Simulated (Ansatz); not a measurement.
# One shape, several levels: SiH4O (Si(OH)H3)

We compute a comparison of 6 runs (B2PLYP/STO-3G, HSE06/STO-3G, UPBE0/STO-3G, wB97X/STO-3G, CCSDT/STO-3G, CCSD/STO-3G) of SiH4O (Si(OH)H3). 

The calculation is run with Ansatz 0.2.0.

57 further runs of the same task are left out: 2 that didn't finish, 55 set aside as unsound or not needed.

## (1) Starting point

SiH4O has 6 atoms, charge 0, and is taken as a singlet. SMILES: `[H][Si]([H])([H])O`. The O2–Si1 distance was set to 3.250 Å, away from the relaxed value. At this shape a bond of the SMILES string is far longer than usual.

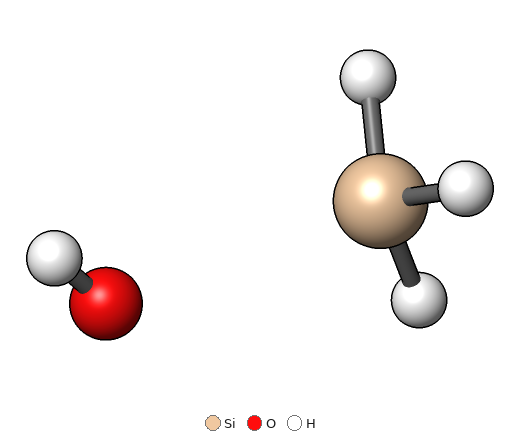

Viewed from a chosen angle; silicon light orange, oxygen red, hydrogen white.

## (2) A single-point energy at B2PLYP/STO-3G (run 1)

molecule.yaml reads:

```yaml
crystal:
  periodic: [false, false, false]
  atoms:
    - {symbol: Si, position_ang: [-0.060340, -0.138030, -2.032943]}
    - {symbol: O, position_ang: [-0.059540, -0.091910, 1.217130]}
    - {symbol: H, position_ang: [0.327320, 0.620940, 1.717260]}
    - {symbol: H, position_ang: [1.312750, -0.135830, -2.541883]}
    - {symbol: H, position_ang: [-0.760780, 1.035320, -2.558223]}
    - {symbol: H, position_ang: [-0.761000, -1.382730, -2.301463]}
basis:
  gaussian: {orbitals: STO-3G}
hamiltonian: {xc: {name: B2PLYP}}
correlation: {frozen_orbitals: {H: 0, O: 1, Si: 5}}
accuracy: high
```

Launch:

```sh
$ ansatz run molecule.yaml --threads 1 --pin off --max-ram 2610MiB --events-out events.jsonl --progress --plain --runs-dir runs
```

Standard output:

```text
Warning: RAYON_NUM_THREADS=1 ignored (pool sized by the plan → 1); use --threads N
Functional definition: B2PLYP
  name "B2PLYP"
  parameter a = 0.53
  parameter c = 0.27
  exchange = (1 - a)*b88_x + a*exact_x
  correlation = (1 - c)*lyp_c + c*(mp2_os + mp2_ss)
290 factors; integrals over basis functions are off by at most 3.9e-8 eV
mean field evaluation 1: about -9845.3217 eV, gradient 3.0e1 eV
mean field evaluation 2: about -9845.3052 eV, gradient 3.0e1 eV
mean field evaluation 4: about -9847.0533 eV, gradient 2.2e1 eV
mean field evaluation 8: about -9848.0378 eV, gradient 2.0e1 eV
mean field evaluation 16: about -9854.2164 eV, gradient 1.2e-8 eV
mean field evaluation 32: about -9741.7896 eV, gradient 8.0e1 eV
mean field -9854.21643245 eV, -362.1357744647 hartree, gradient 1.9e-8 eV, S^2 0.000000; 2 other end points of the search recorded, 0 dependent functions left out; unrestricted orbitals would lower it
6 core orbitals not correlated: weight in the atoms' cores, before any rotation towards them, 1.000 or more for the frozen orbitals, at most 0.000 for the correlated occupied ones
reference -9854.21645155 eV, -362.1357751666 hartree; 7, 7 occupied and 5, 5 virtual orbitals, 290 factors
second order -8.24547472 eV of doubles, -0.00000000 eV of singles
Total energy: -9856.44272972 eV, -362.2175893805 hartree
```

It took 1.7 s on 1 thread of Intel Xeon Platinum 8488C (Sapphire Rapids), shared host; peak memory 0.13 GiB.

## (3) The energy at HSE06/STO-3G (run 2)

in.yaml reads:

```yaml
crystal:
  periodic: [false, false, false]
  atoms:
    - {symbol: Si, position_ang: [-0.060340, -0.138030, -2.032943]}
    - {symbol: O, position_ang: [-0.059540, -0.091910, 1.217130]}
    - {symbol: H, position_ang: [0.327320, 0.620940, 1.717260]}
    - {symbol: H, position_ang: [1.312750, -0.135830, -2.541883]}
    - {symbol: H, position_ang: [-0.760780, 1.035320, -2.558223]}
    - {symbol: H, position_ang: [-0.761000, -1.382730, -2.301463]}
basis:
  gaussian:
    orbitals: STO-3G
accuracy: high
hamiltonian:
  xc: hse06
```

Launch:

```sh
$ ansatz run in.yaml --threads 1 --pin off --max-ram 2610MiB --events-out events.jsonl --progress --plain --runs-dir runs
```

Standard output:

```text
Warning: RAYON_NUM_THREADS=1 ignored (pool sized by the plan → 1); use --threads N
Functional definition: HSE06
  name "HSE06"
  parameter a = 0.25
  parameter omega = 0.11/bohr
  exchange = pbe_x - a*pbe_x_sr(omega) + a*exact_x_sr(omega)
  correlation = pbe_c
290 factors; integrals over basis functions are off by at most 3.9e-8 eV
63 factors; integrals over basis functions are off by at most 1.6e-9 eV
mean field evaluation 1: about -9847.1700 eV, gradient 3.1e1 eV
mean field evaluation 2: about -9520.0820 eV, gradient 9.9e1 eV
mean field evaluation 4: about -9856.0315 eV, gradient 1.7e1 eV
mean field evaluation 8: about -9856.0018 eV, gradient 1.7e1 eV
mean field evaluation 16: about -9853.1323 eV, gradient 2.5e1 eV
mean field -9857.18651581 eV, -362.2449230149 hartree, gradient 2.4e-8 eV, S^2 0.000000; 2 other end points of the search recorded, 0 dependent functions left out
reference -9857.18651788 eV, -362.2449230911 hartree; 13, 13 occupied and 5, 5 virtual orbitals, 290 factors
Total energy: -9857.18651788 eV, -362.2449230911 hartree
```

Run time: 1.4 s. Hardware: 1 thread of Intel Xeon Platinum 8488C (Sapphire Rapids), shared host; peak memory 0.13 GiB.

Runs 3 to 5 aren't shown in full; the table further down has their settings and results.

## (4) A single-point energy at CCSD/STO-3G (run 6)

job.yaml reads:

```yaml
crystal:
  periodic: [false, false, false]
  atoms:
    - {symbol: Si, position_ang: [-0.060340, -0.138030, -2.032943]}
    - {symbol: O, position_ang: [-0.059540, -0.091910, 1.217130]}
    - {symbol: H, position_ang: [0.327320, 0.620940, 1.717260]}
    - {symbol: H, position_ang: [1.312750, -0.135830, -2.541883]}
    - {symbol: H, position_ang: [-0.760780, 1.035320, -2.558223]}
    - {symbol: H, position_ang: [-0.761000, -1.382730, -2.301463]}
basis:
  gaussian:
    orbitals: STO-3G
correlation:
  method: ccsd
  frozen_orbitals: {H: 0, O: 1, Si: 5}
accuracy: high
scf:
  omitted_lower_state_checks: [cluster_reference, increment]
```

Launch:

```sh
$ ansatz run job.yaml --threads 1 --pin off --max-ram 2610MiB --events-out events.jsonl --progress --plain --runs-dir runs
```

Standard output, shortened:

```text
Warning: RAYON_NUM_THREADS=1 ignored (pool sized by the plan → 1); use --threads N
Functional definition: HF
  name "HF"
[...]
290 factors; integrals over basis functions are off by at most 3.9e-8 eV
[...]
mean field -9835.20259672 eV, -361.4370288896 hartree, gradient 1.4e-8 eV, S^2 0.000000; 3 other end points of the search recorded, 0 dependent functions left out; unrestricted orbitals would lower it
6 core orbitals not correlated: weight in the atoms' cores, before any rotation towards them, 1.000 or more for the frozen orbitals, at most 0.000 for the correlated occupied ones
reference -9835.20259672 eV, -361.4370288896 hartree; 7, 7 occupied and 5, 5 virtual orbitals, 290 factors
second order -5.19906304 eV of doubles, -0.00000000 eV of singles
cycle   1  -3.86911456 eV  change    -1.4e0 eV  update   1.5e-1
[...]
cycle  39  -7.40894534 eV  change   3.3e-10 eV  update  1.8e-10
WARN: these amplitudes may be one of several solutions (largest doubles amplitude 0.85, level shift 12.55 eV)
Total energy: -9842.61154206 eV, -361.7093026089 hartree
Checks for a lower state left out: cluster_reference, increment
```

Run time: 0.2 s. Hardware: 1 thread of Intel Xeon Platinum 8488C (Sapphire Rapids), shared host.

## (5) Overview of the runs

```
run          level  frozen core orbitals  energy (Eh)  wall time
  1  B2PLYP/STO-3G                     6  -362.217589      1.7 s
  2   HSE06/STO-3G                     –  -362.244923      1.4 s
  3   UPBE0/STO-3G                     –  -362.317215      4.2 s
  4   wB97X/STO-3G                     –  -362.404341      4.5 s
  5   CCSDT/STO-3G                     6  -361.713952     0.44 s
  6    CCSD/STO-3G                     6  -361.709303      0.2 s
```

## (6) What came out

| quantity | value |
| --- | --- |
| run 6: total energy | -361.70930 Eh |
| run 6: correlation energy (6 core orbitals frozen) | -272.3 mEh |
| run 6: T1 diagnostic | 0.056 |

**Reading.** Totals of different functionals can't be ranked against each other. In run 6 the T1 diagnostic is large, so a single reference may not serve. In runs 1, 5, 6 the log says that unrestricted orbitals would lower the reference, so the values rest on an unstable closed-shell determinant (other closed-shell runs at this shape may share the fault). In runs 1, 2, 3, 4, 5, 6 the basis is minimal, so the values are rough. In runs 1, 2, 4, 6 a closed-shell determinant meets a far-stretched bond, which it describes badly. Spin contamination of the reference: run 3 ⟨S²⟩ = 0.96. Where it is this large, the reference is a mixture of spin states, and values that rest on it are in doubt. All runs together took 12 s, the longest 4.5 s.
